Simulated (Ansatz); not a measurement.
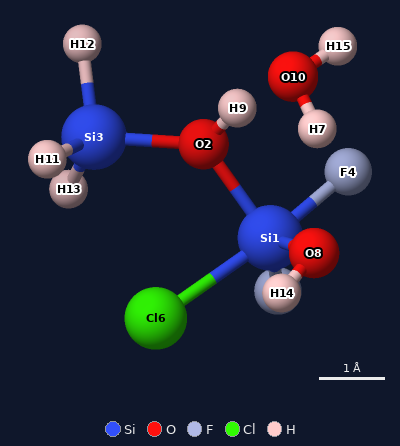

The starting structure (ball-and-stick view, seen at a tilt; atoms are numbered from 1 in the order of the input). Bond lengths as drawn: Cl–Si 2.24 Å, F–Si 1.59 to 1.65 Å, H–O 0.94 to 0.96 Å, H–Si 1.47 to 1.48 Å and O–Si 1.64 to 1.79 Å.

Geometry relaxation, with input and output: Si2H7ClO3F2 (part 1 of 3)

System: Si2H7ClO3F2.
Method: RKS PBE0-D4/def2-TZVP (Ansatz 0.2.0).

The geometry is a transition state displaced along its imaginary mode. The reaction was set up to form Si1–O8, H7–O10 and O2–H9 and to break Si1–O2, H7–O8 and H9–O10 (atoms counted from 1 in the order of the input); sticks are drawn by distance alone. Figures and captions count atoms from 1; the log counts them from 0 in places.

### The input
```yaml
crystal:
  periodic: [false, false, false]
  atoms:
    - {symbol: Si, position_ang: [-1.236674, -0.092196, 0.502128]}
    - {symbol: O, position_ang: [0.179626, -0.192596, -0.585002]}
    - {symbol: Si, position_ang: [0.635496, 0.886901, -1.838661]}
    - {symbol: F, position_ang: [-1.148761, -1.733637, 0.594080]}
    - {symbol: F, position_ang: [-2.716958, -0.142945, -0.070858]}
    - {symbol: Cl, position_ang: [-1.254615, 2.125049, 0.193188]}
    - {symbol: H, position_ang: [0.946084, -0.987896, 1.669734]}
    - {symbol: O, position_ang: [-0.670985, 0.074751, 2.033613]}
    - {symbol: H, position_ang: [0.775919, -0.714329, -0.066798]}
    - {symbol: O, position_ang: [1.457543, -1.308085, 0.951578]}
    - {symbol: H, position_ang: [1.390762, 2.041136, -1.317651]}
    - {symbol: H, position_ang: [1.542495, 0.044677, -2.655727]}
    - {symbol: H, position_ang: [-0.565163, 1.255788, -2.614061]}
    - {symbol: H, position_ang: [-0.626678, 0.995090, 2.300633]}
    - {symbol: H, position_ang: [1.291709, -2.251908, 0.903903]}
basis:
  gaussian: {orbitals: def2-TZVP}
hamiltonian: {xc: pbe0, dispersion: d4}
relax: {f_tol: 0.005, max_steps: 200}
```

Launch command:
```bash
ansatz run in.yaml --threads 4 --pin off --events-out ev --progress --plain --max-ram 66560MiB --backend cuda --devices 0, --max-vram 37GiB
```

### Output
```
Functional definition: PBE0
  name "PBE0"
  cite "Adamo & Barone, J. Chem. Phys. 110, 6158 (1999) doi:10.1063/1.478522"
  cite "Perdew, Burke & Ernzerhof, Phys. Rev. Lett. 77, 3865 (1996) doi:10.1103/PhysRevLett.77.3865"
  parent pbe
  parameter a = 0.25
  parameter kappa = 0.804
  parameter beta = 0.06672455060314922
  exchange = (1 - a)*pbe_x(kappa = kappa, mu = beta*pi^2/3) + a*exact_x
  correlation = pbe_c(beta = beta)
1877 factors; their error is unknown
mean field evaluation 1: about -39946.4728 eV, gradient 8.8e1 eV
mean field evaluation 2: about -39935.4682 eV, gradient 1.2e2 eV
mean field evaluation 4: about -39957.4432 eV, gradient 4.7e0 eV
mean field evaluation 8: about -39957.4779 eV, gradient 5.6e-2 eV
mean field evaluation 16: about -39957.6106 eV, gradient 1.6e-4 eV
mean field -39957.61063856 eV, -1468.4151067260 hartree, gradient 5.6e-5 eV, S^2 0.000000; 0 other end points of the search recorded, 0 dependent functions left out
the calculation of the forces begins
reference -39957.61067408 eV, -1468.4151080313 hartree; 47, 47 occupied and 261, 261 virtual orbitals, 1877 factors
relax step   1: F+E_penalty+E_count = -39957.99393686 eV  Δ(F+E_penalty+E_count) = +0.000e0 eV  max|allowed force component| = 3.569e0 eV/Å  Δτ_max = 0.0000 Å  (28 SCF iters, accepted)
these checks for a lower state are left out or cut short: starts, cluster_reference, orbital_swaps, neighbouring_geometries, increment
1877 factors; their error is unknown
mean field -39957.98155633 eV, -1468.4287377026 hartree, gradient 2.0e-5 eV, S^2 0.000000; 0 other end points of the search recorded, 0 dependent functions left out
[... from here on the field's lines of each further geometry are left out, up to the last ...]
relax step   2: F+E_penalty+E_count = -39958.36013614 eV  Δ(F+E_penalty+E_count) = -3.662e-1 eV  max|allowed force component| = 9.923e-1 eV/Å  Δτ_max = 0.1322 Å  (31 SCF iters, accepted)
relax step   3: F+E_penalty+E_count = -39958.39431874 eV  Δ(F+E_penalty+E_count) = -3.418e-2 eV  max|allowed force component| = 2.957e-1 eV/Å  Δτ_max = 0.0392 Å  (32 SCF iters, accepted)
relax step   4: F+E_penalty+E_count = -39958.37325336 eV  Δ(F+E_penalty+E_count) = +2.107e-2 eV  max|allowed force component| = 3.973e-1 eV/Å  Δτ_max = 0.1386 Å  (30 SCF iters, rejected (line search))
relax step   5: F+E_penalty+E_count = -39958.40468285 eV  Δ(F+E_penalty+E_count) = -1.036e-2 eV  max|allowed force component| = 9.055e-2 eV/Å  Δτ_max = 0.0658 Å  (30 SCF iters, accepted)
relax step   6: F+E_penalty+E_count = -39958.40611064 eV  Δ(F+E_penalty+E_count) = -1.428e-3 eV  max|allowed force component| = 7.485e-2 eV/Å  Δτ_max = 0.0231 Å  (31 SCF iters, accepted)
relax step   7: F+E_penalty+E_count = -39958.40815553 eV  Δ(F+E_penalty+E_count) = -2.045e-3 eV  max|allowed force component| = 6.641e-2 eV/Å  Δτ_max = 0.0353 Å  (31 SCF iters, accepted)
relax step   8: F+E_penalty+E_count = -39958.41065437 eV  Δ(F+E_penalty+E_count) = -2.499e-3 eV  max|allowed force component| = 1.213e-1 eV/Å  Δτ_max = 0.0886 Å  (30 SCF iters, accepted)
relax step   9: F+E_penalty+E_count = -39958.41091970 eV  Δ(F+E_penalty+E_count) = -2.653e-4 eV  max|allowed force component| = 1.920e-1 eV/Å  Δτ_max = 0.0271 Å  (31 SCF iters, accepted)
relax step  10: F+E_penalty+E_count = -39958.41157266 eV  Δ(F+E_penalty+E_count) = -6.530e-4 eV  max|allowed force component| = 1.807e-1 eV/Å  Δτ_max = 0.0332 Å  (32 SCF iters, accepted)
relax step  11: F+E_penalty+E_count = -39958.41297508 eV  Δ(F+E_penalty+E_count) = -1.402e-3 eV  max|allowed force component| = 8.744e-2 eV/Å  Δτ_max = 0.0481 Å  (32 SCF iters, accepted)
relax step  12: F+E_penalty+E_count = -39958.41353032 eV  Δ(F+E_penalty+E_count) = -5.552e-4 eV  max|allowed force component| = 9.845e-2 eV/Å  Δτ_max = 0.0307 Å  (32 SCF iters, accepted)
relax step  13: F+E_penalty+E_count = -39958.41448119 eV  Δ(F+E_penalty+E_count) = -9.509e-4 eV  max|allowed force component| = 1.974e-1 eV/Å  Δτ_max = 0.0975 Å  (30 SCF iters, accepted)
relax step  14: F+E_penalty+E_count = -39958.41545910 eV  Δ(F+E_penalty+E_count) = -9.779e-4 eV  max|allowed force component| = 2.589e-1 eV/Å  Δτ_max = 0.0584 Å  (31 SCF iters, accepted)
relax step  15: F+E_penalty+E_count = -39958.41519169 eV  Δ(F+E_penalty+E_count) = +2.674e-4 eV  max|allowed force component| = 6.469e-1 eV/Å  Δτ_max = 0.1596 Å  (30 SCF iters, rejected (line search))
relax step  16: F+E_penalty+E_count = -39958.41912713 eV  Δ(F+E_penalty+E_count) = -3.668e-3 eV  max|allowed force component| = 2.949e-1 eV/Å  Δτ_max = 0.0778 Å  (30 SCF iters, accepted)
relax step  17: F+E_penalty+E_count = -39958.42478430 eV  Δ(F+E_penalty+E_count) = -5.657e-3 eV  max|allowed force component| = 3.332e-1 eV/Å  Δτ_max = 0.0972 Å  (31 SCF iters, accepted)
relax step  18: F+E_penalty+E_count = -39958.43142169 eV  Δ(F+E_penalty+E_count) = -6.637e-3 eV  max|allowed force component| = 5.386e-1 eV/Å  Δτ_max = 0.1454 Å  (31 SCF iters, accepted)
relax step  19: F+E_penalty+E_count = -39958.45597354 eV  Δ(F+E_penalty+E_count) = -2.455e-2 eV  max|allowed force component| = 1.806e-1 eV/Å  Δτ_max = 0.2000 Å  (29 SCF iters, accepted)
relax step  20: F+E_penalty+E_count = -39958.46599443 eV  Δ(F+E_penalty+E_count) = -1.002e-2 eV  max|allowed force component| = 9.271e-2 eV/Å  Δτ_max = 0.0724 Å  (31 SCF iters, accepted)
relax step  21: F+E_penalty+E_count = -39958.47731849 eV  Δ(F+E_penalty+E_count) = -1.132e-2 eV  max|allowed force component| = 7.109e-1 eV/Å  Δτ_max = 0.1972 Å  (30 SCF iters, accepted)
relax step  22: F+E_penalty+E_count = -39958.48182640 eV  Δ(F+E_penalty+E_count) = -4.508e-3 eV  max|allowed force component| = 1.166e0 eV/Å  Δτ_max = 0.1948 Å  (31 SCF iters, accepted)
relax step  23: F+E_penalty+E_count = -39958.49789351 eV  Δ(F+E_penalty+E_count) = -1.607e-2 eV  max|allowed force component| = 9.638e-1 eV/Å  Δτ_max = 0.1912 Å  (29 SCF iters, accepted)
relax step  24: F+E_penalty+E_count = -39958.52963079 eV  Δ(F+E_penalty+E_count) = -3.174e-2 eV  max|allowed force component| = 1.720e-1 eV/Å  Δτ_max = 0.2000 Å  (29 SCF iters, accepted)
relax step  25: F+E_penalty+E_count = -39958.53563017 eV  Δ(F+E_penalty+E_count) = -5.999e-3 eV  max|allowed force component| = 2.849e-1 eV/Å  Δτ_max = 0.1629 Å  (30 SCF iters, accepted)
relax step  26: F+E_penalty+E_count = -39958.53856899 eV  Δ(F+E_penalty+E_count) = -2.939e-3 eV  max|allowed force component| = 3.136e-1 eV/Å  Δτ_max = 0.0750 Å  (31 SCF iters, accepted)
relax step  27: F+E_penalty+E_count = -39958.54115933 eV  Δ(F+E_penalty+E_count) = -2.590e-3 eV  max|allowed force component| = 1.495e-1 eV/Å  Δτ_max = 0.0852 Å  (30 SCF iters, accepted)
relax step  28: F+E_penalty+E_count = -39958.54410331 eV  Δ(F+E_penalty+E_count) = -2.944e-3 eV  max|allowed force component| = 5.072e-2 eV/Å  Δτ_max = 0.0507 Å  (31 SCF iters, accepted)
relax step  29: F+E_penalty+E_count = -39958.54442660 eV  Δ(F+E_penalty+E_count) = -3.233e-4 eV  max|allowed force component| = 4.953e-2 eV/Å  Δτ_max = 0.0136 Å  (32 SCF iters, accepted)
relax step  30: F+E_penalty+E_count = -39958.54527829 eV  Δ(F+E_penalty+E_count) = -8.517e-4 eV  max|allowed force component| = 8.071e-2 eV/Å  Δτ_max = 0.0473 Å  (30 SCF iters, accepted)
relax step  31: F+E_penalty+E_count = -39958.54571175 eV  Δ(F+E_penalty+E_count) = -4.335e-4 eV  max|allowed force component| = 3.574e-2 eV/Å  Δτ_max = 0.0371 Å  (31 SCF iters, accepted)
relax step  32: F+E_penalty+E_count = -39958.54600317 eV  Δ(F+E_penalty+E_count) = -2.914e-4 eV  max|allowed force component| = 2.752e-2 eV/Å  Δτ_max = 0.0185 Å  (31 SCF iters, accepted)
relax step  33: F+E_penalty+E_count = -39958.54621189 eV  Δ(F+E_penalty+E_count) = -2.087e-4 eV  max|allowed force component| = 3.297e-2 eV/Å  Δτ_max = 0.0162 Å  (31 SCF iters, accepted)
relax step  34: F+E_penalty+E_count = -39958.54628516 eV  Δ(F+E_penalty+E_count) = -7.327e-5 eV  max|allowed force component| = 2.673e-2 eV/Å  Δτ_max = 0.0087 Å  (32 SCF iters, accepted)
relax step  35: F+E_penalty+E_count = -39958.54635129 eV  Δ(F+E_penalty+E_count) = -6.613e-5 eV  max|allowed force component| = 1.067e-2 eV/Å  Δτ_max = 0.0091 Å  (32 SCF iters, accepted)
relax step  36: F+E_penalty+E_count = -39958.54637636 eV  Δ(F+E_penalty+E_count) = -2.507e-5 eV  max|allowed force component| = 8.505e-3 eV/Å  Δτ_max = 0.0047 Å  (32 SCF iters, accepted)
relax step  37: F+E_penalty+E_count = -39958.54637790 eV  Δ(F+E_penalty+E_count) = -1.541e-6 eV  max|allowed force component| = 1.024e-2 eV/Å  Δτ_max = 0.0035 Å  (32 SCF iters, accepted)
the calculation of the forces begins
reference -39958.18400253 eV, -1468.4361774632 hartree; 47, 47 occupied and 261, 261 virtual orbitals, 1877 factors
relax step  38: F+E_penalty+E_count = -39958.54638765 eV  Δ(F+E_penalty+E_count) = -9.750e-6 eV  max|allowed force component| = 2.483e-3 eV/Å  Δτ_max = 0.0010 Å  (34 SCF iters, accepted)
1877 factors; their error is unknown
mean field evaluation 288: about -39958.0109 eV, gradient 5.0e0 eV
```

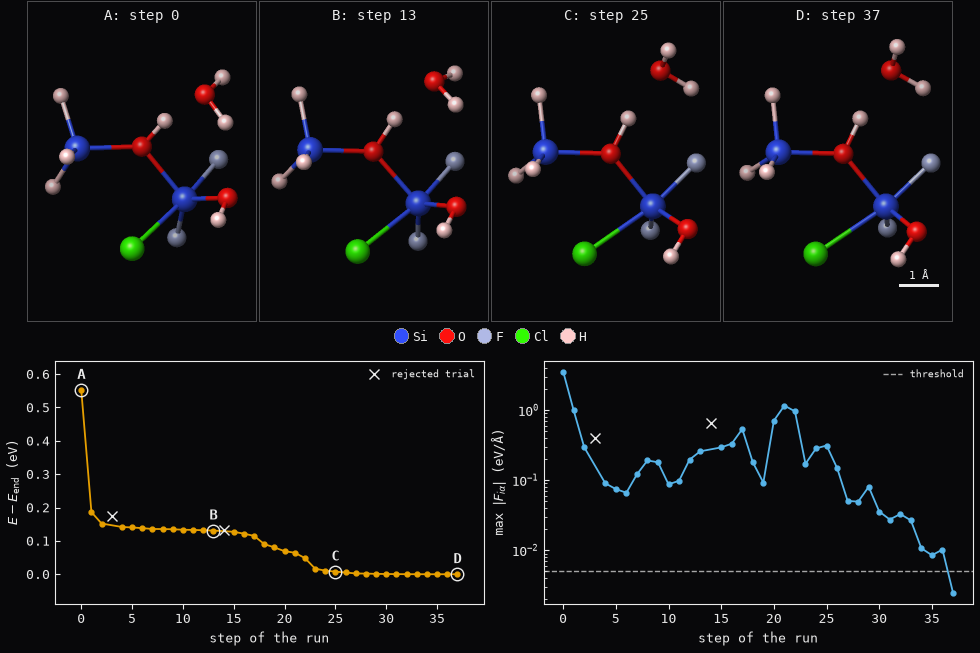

Frames of the relaxation (ball-and-stick view, seen on its broad side) above the curves, on which the letters mark them (the first geometry is step 0 here and step 1 in the log).

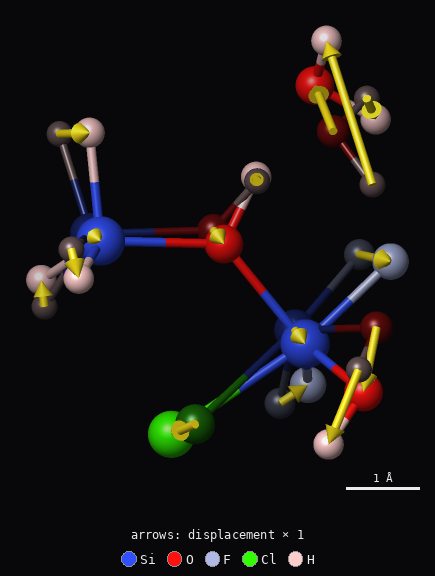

Start (faint) and end (solid) with the displacements as yellow arrows, at true length (ball-and-stick view, seen on its broad side). The two geometries are laid on each other by the best rigid fit. The atom that moves furthest after the best rigid fit is H7 (2.13 Å). By element the largest moves are H 2.13 Å, O 1.18 Å, F 0.99 Å, Cl 0.66 Å, Si 0.33 Å. Among the contacts that change: O2–H9 0.947 → 1.027 Å, H7–O10 0.938 → 0.961 Å, Si1–O8 1.641 → 1.629 Å, Si1–Cl6 2.239 → 2.250 Å. Among the angles that change: O2–Si1–O8 107.5° → 120.9°, Si1–O2–H9 101.4° → 114.0°, Si3–O2–H9 125.4° → 114.8°. Over 37 geometry steps the energy falls by 0.552 eV. Largest force component: 3.6 eV/Å at the start, 0.0025 eV/Å at the end. The line search rejected the trial steps at points 3, 14 (counted from 0) and went back. (Atoms are counted from 1 in the order of the input.)

```
mean field -39958.18396609 eV, -1468.4361761240 hartree, gradient 2.0e-5 eV, S^2 0.000000; 1 other end points of the search recorded, 0 dependent functions left out
the calculation of the forces begins
reference -39958.18400253 eV, -1468.4361774632 hartree; 47, 47 occupied and 261, 261 virtual orbitals, 1877 factors
Total energy: -39958.54642409 eV, -1468.4494962098 hartree
Atom 0 at    -1.281495     0.071407     0.737785 Å, force    -0.000430     0.001563    -0.001199 eV/Å
Atom 1 at     0.152025    -0.010828    -0.315219 Å, force    -0.000381     0.001923    -0.000317 eV/Å
Atom 2 at     0.701241     1.037451    -1.573106 Å, force    -0.001016    -0.002483     0.002116 eV/Å
Atom 3 at    -0.759371    -1.349371     1.394101 Å, force    -0.000074    -0.000402     0.000621 eV/Å
Atom 4 at    -2.595927    -0.570193     0.116295 Å, force     0.000515     0.000122     0.000841 eV/Å
Atom 5 at    -1.685649     1.980815    -0.381910 Å, force     0.001068    -0.000144     0.000287 eV/Å
Atom 6 at     2.319236    -2.105997     0.576068 Å, force    -0.000662     0.000484     0.000277 eV/Å
Atom 7 at    -1.226278     0.852424     2.166006 Å, force     0.000333    -0.000986    -0.000385 eV/Å
Atom 8 at     0.743140    -0.834896    -0.153097 Å, force     0.000298    -0.000842     0.000279 eV/Å
Atom 9 at     1.443655    -2.130013     0.181261 Å, force     0.000978     0.000039    -0.001786 eV/Å
Atom 10 at     1.127177     2.346754    -1.053561 Å, force    -0.000669     0.000481    -0.000163 eV/Å
Atom 11 at     1.919654     0.265357    -1.945622 Å, force     0.000824     0.000178    -0.000666 eV/Å
Atom 12 at    -0.214559     1.056576    -2.723535 Å, force    -0.000094     0.000674     0.000236 eV/Å
Atom 13 at    -1.464177     1.779564     2.097576 Å, force    -0.000214    -0.000312    -0.001297 eV/Å
Atom 14 at     0.821129    -2.389251     0.877059 Å, force    -0.000476    -0.000293     0.001157 eV/Å
Dipole moment:     1.117045    -0.192887    -0.056760 e Å
```

### Trajectory as extended XYZ (Å, eV, eV/Å), 32 of the 38 frames kept, from step=1 to step=38
```
15
Properties=species:S:1:pos:R:3:forces:R:3 step=1 energy=-39957.99394
Si   -1.2367   -0.0922    0.5021   -0.3045  -0.2075  -0.3128
O     0.1796   -0.1926   -0.5850   -3.5691   3.1252  -2.9014
Si    0.6355    0.8869   -1.8387    0.1148   0.0477  -0.0828
F    -1.1488   -1.7336    0.5941   -0.0838   0.1290   0.0377
F    -2.7170   -0.1429   -0.0709   -0.0747   0.0789  -0.0260
Cl   -1.2546    2.1250    0.1932    0.0896  -0.2377  -0.0286
H     0.9461   -0.9879    1.6697   -0.9891   0.5786   1.6227
O    -0.6710    0.0748    2.0336   -0.0307   0.0295   0.3478
H     0.7759   -0.7143   -0.0668    2.6924  -1.9928   1.4560
O     1.4575   -1.3081    0.9516    2.1349  -1.3304  -0.4644
H     1.3908    2.0411   -1.3177   -0.0207  -0.0244   0.0501
H     1.5425    0.0447   -2.6557   -0.0072  -0.0435   0.0232
H    -0.5652    1.2558   -2.6141    0.0456  -0.0977   0.0900
H    -0.6267    0.9951    2.3006    0.0201   0.1107   0.0715
H     1.2917   -2.2519    0.9039   -0.0176  -0.1655   0.1169
15
Properties=species:S:1:pos:R:3:forces:R:3 step=2 energy=-39958.36014
Si   -1.2683   -0.0792    0.4856    0.0209  -0.2071  -0.2043
O     0.1488   -0.1580   -0.6079   -0.9923   0.6100  -0.4970
Si    0.6205    0.9165   -1.8576    0.0733  -0.0579   0.0507
F    -1.1952   -1.7195    0.5694    0.0339   0.1810  -0.0049
F    -2.7494   -0.1044   -0.0896   -0.0725   0.0315   0.0088
Cl   -1.2397    2.1238    0.1635   -0.0233   0.0028   0.0376
H     1.0549   -1.0136    1.7403   -0.1758   0.0180   0.1830
O    -0.7022    0.0776    2.0241   -0.0230   0.0773   0.2472
H     0.7966   -0.7318   -0.0739    0.7198  -0.4334   0.1121
O     1.5346   -1.3754    0.9809    0.4451  -0.2361   0.0273
H     1.3744    2.0625   -1.3178    0.0029  -0.0031  -0.0221
H     1.5221    0.0551   -2.6617    0.0157   0.0080   0.0031
H    -0.5858    1.2667   -2.6246    0.0299  -0.0154  -0.0055
H    -0.6490    0.9975    2.2976   -0.0072   0.0056   0.0113
H     1.3375   -2.3181    0.9716   -0.0473   0.0187   0.0528
```
